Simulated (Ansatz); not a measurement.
# Calculations on Si2H5ClF2

### Relaxation

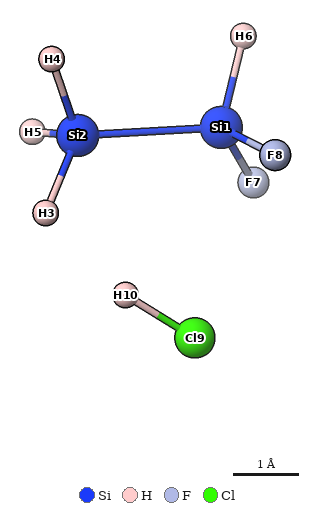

Starting structure of Si$_{2}$H$_{5}$ClF$_{2}$. Style: ball-and-stick. Shown at a tilt.

The run prepares an end point of a later path (reaction) calculation, from a guessed geometry.

Method: RKS PBE0-D4/6-31G* in Ansatz.

The input:
```yaml
crystal:
  periodic: [false, false, false]
  atoms:
    - { symbol: Si, position_ang: [0.178039, 0.009235, 0.15711] }
    - { symbol: Si, position_ang: [0.187268, 0.023276, 2.414466] }
    - { symbol: H, position_ang: [-1.081691, -0.395051, 3.08912] }
    - { symbol: H, position_ang: [1.237907, -0.931881, 2.870912] }
    - { symbol: H, position_ang: [0.538916, 1.387436, 2.900461] }
    - { symbol: H, position_ang: [1.590798, -0.023314, -0.308328] }
    - { symbol: F, position_ang: [-0.477792, 1.322135, -0.480936] }
    - { symbol: F, position_ang: [-0.547368, -1.287457, -0.441257] }
    - { symbol: Cl, position_ang: [-3.088174, 0.144627, 0.838007] }
    - { symbol: H, position_ang: [-2.418902, -0.237105, 1.927245] }
basis:
  gaussian: { orbitals: "6-31G*" }
hamiltonian:
  xc: pbe0
  dispersion: d4
relax:
  f_tol: 0.03
  max_steps: 50
```

Launched with:
```bash
ansatz run input.yaml --threads 2 --pin off --max-ram 3072MiB --backend cpu --events-out ev --progress --plain --runs-dir out
```

### What does the optimiser find from here?

The energy falls by 26.1 kJ/mol in 38 accepted moves (45 points after the start). Largest force component: 1.2 eV/Å at the start, 0.028 eV/Å at the end. The line search rejected the trial steps at points 4, 10, 14, 20, 22, 32, 44 of the run. The forces were under the threshold at step 21, but the run went on from there. The largest move after the best rigid fit is that of H10, 1.87 Å. By element the largest moves are H 1.87 Å, F 1.15 Å, Cl 0.86 Å, Si 0.37 Å. Among the contacts that change: Si1–Si2 2.257 → 2.335 Å, Cl9–H10 1.334 → 1.284 Å, Si2–H3 1.497 → 1.487 Å, Si1–F7 1.600 → 1.607 Å. Among the angles between lasting bonds that change: Si2–Si1–H6 108.0° → 113.5°, Si1–Si2–H3 116.5° → 112.2°, Si2–Si1–F8 112.4° → 109.1°.

The structure at the end:

```xyz
10

Si    0.4745   -0.1648    0.0280
Si    0.2937   -0.2365    2.3548
H    -0.7887   -1.1510    2.8053
H     1.5965   -0.7365    2.8830
H     0.0631    1.1332    2.8900
H     1.6893    0.5498   -0.4506
F    -0.7925    0.5455   -0.6604
F     0.5362   -1.6672   -0.5402
Cl   -3.0953    0.8625    1.3117
H    -3.8577    0.8769    2.3452
```

The end point in the same view:

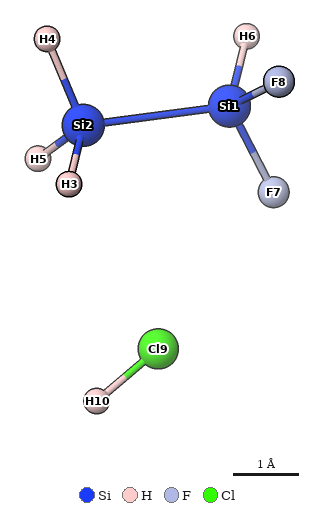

### Relaxation

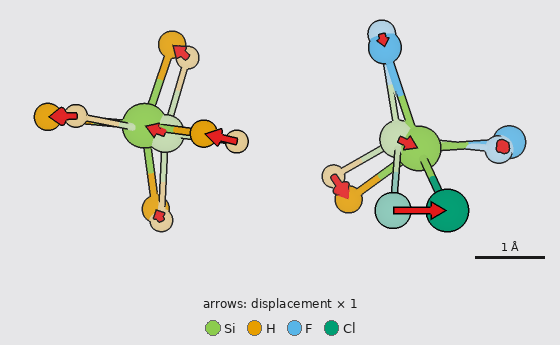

A relaxation of Si2H5ClF2. The starting structure is drawn faded, the final one solid; red arrows show the displacements, at their true length. The two geometries are superimposed by the best rigid fit.

The picture is a ball-and-stick view, seen from a free direction.

The run prepares an end point of a later path (reaction) calculation, from a guessed geometry.

The calculation used Ansatz 0.2.0, RKS PBE0-D4/6-31G*. Settings: no spin polarisation; force threshold 0.03 eV/Å; at most 50 steps.

Q: Atoms of which element are displaced furthest, and by how much?

A: Chlorine: up to 0.80 Å, against 0.52 Å for hydrogen.

Q: Describe the change and its energy.

A: The energy falls by 4.37 kcal/mol in 13 accepted moves (14 points after the start). The largest force component goes from 1.1 to 0.023 eV/Å. The line search rejected the trial step at point 7 of the run. The forces were under the threshold at step 5, but the run went on from there. The largest move after the best rigid fit is that of the Cl atom, 0.80 Å. Largest moves by element: Cl 0.80 Å, H 0.52 Å, Si 0.33 Å, F 0.30 Å. Some distances before and after: Si–Si 3.430 → 4.037 Å, Cl–Si 2.094 → 2.029 Å, H–Si 1.472 → 1.488 Å.

Limits of the set-up: the start holds two separate molecules, 2.6 Å apart at their closest, whose relative position is a soft coordinate.

### Path

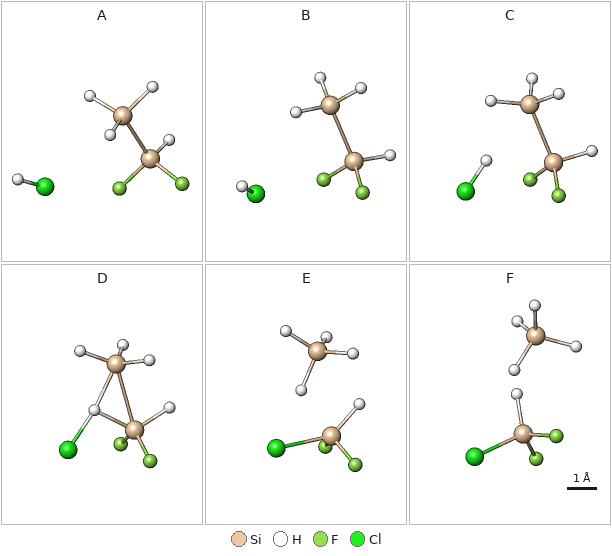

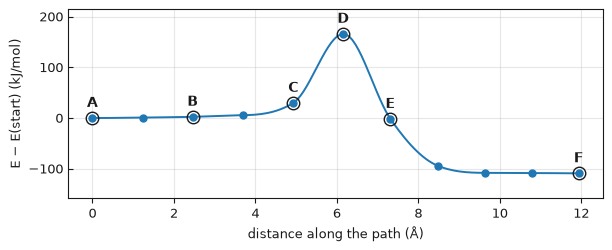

A nudged-elastic-band calculation for Si2H5ClF2, made up at the start of Si2H4F2 and HCl. Images are numbered from 0 (start) to 10 (end). Frames A to F are images 0, 2, 4, 5, 6, 10. The picture is a ball-and-stick view, seen at a tilt.

The calculation used Ansatz 0.2.0, RKS PBE0-D4/6-31G*. Run with 9 movable images; climbing image; force threshold 0.03 eV/Å; iteration limit 30; starting path through a guess of the saddle point.

> Describe the mechanism and the energy profile.

Forward barrier 166.0 kJ/mol, backward barrier 275.1 kJ/mol, with image 5 at the top; the reaction energy is −109.2 kJ/mol. Breaking: Cl–H (1.28 → 3.78 Å), Si–Si (2.33 → 4.04 Å). Forming: Cl–Si (3.93 → 2.03 Å), H–Si (4.30 → 1.49 Å). The band converged in 21 iterations. The largest component of the band force went from 36 to 0.025 eV/Å. The climbing image converged on the top of the path. Its vibrational analysis gives one imaginary mode (914i cm⁻¹), as a transition state must have.

Limits of the set-up: the start holds two separate molecules, 3.0 Å apart at their closest, whose relative position is a soft coordinate.

Cost: 11 min on 2 threads of Intel(R) Xeon(R) Platinum 8175M CPU @ 2.50GHz (Skylake/Cascade Lake) (shared host), peak memory 0.28 GiB.
